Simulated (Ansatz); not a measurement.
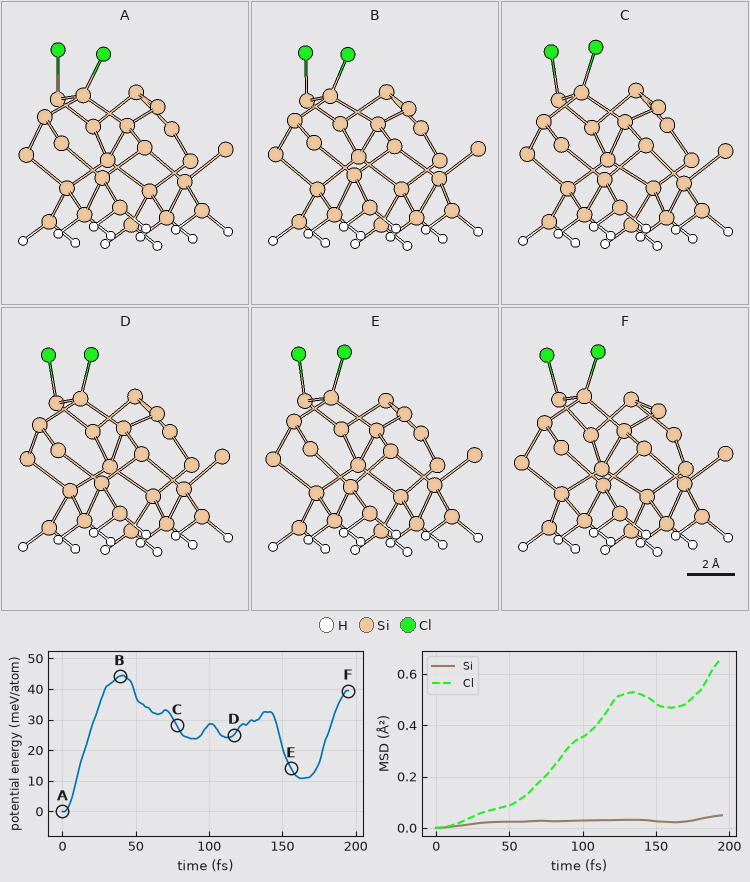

Molecular dynamics of Cl2 on Si(100)-2x1, underside capped with H (30 atoms in the cell), 195 fs long. Frames (A at 0 fs, B at 39 fs, C at 78 fs, D at 117 fs, E at 156 fs, F at 195 fs) and the history of the run. The picture is a ball-and-stick view of the simulation cell, with the vacuum cut short, seen from a free direction. Bonds to atoms that aren't drawn are left out.

All numbers below come from DFT PBE, scalar-relativistic, plane waves, PAW in Ansatz 0.2.0. Set-up: plane-wave cutoff 420 eV; k-point mesh 2 × 2 × 1; Fermi-Dirac smearing 0.05 eV; 12 atoms held fixed; Langevin thermostat (NVT); set temperature 700 K; time step 0.75 fs; friction 0.05 per fs.

Q: What do the frames and curves show?

A: Over the second half the temperature averages 709 K (spread ±121 K). The potential energy in the second half lies on average 24.7 meV per atom above the first frame. In the second half of the run the atoms are, in the root-mean-square, this far from where they began (common drift taken out): Cl 0.70 Å, Si 0.18 Å. Against the typical shortest distance between atoms in the first frame, about 2.3 Å, the Cl atoms make wide excursions, while the Si atoms stay at their sites; the run is too short to say whether this is diffusion.

Limits of the set-up: the periodic images lie only 7.7 Å apart, so the values are limited by the cell's size.

PAW datasets: the set soft_1.
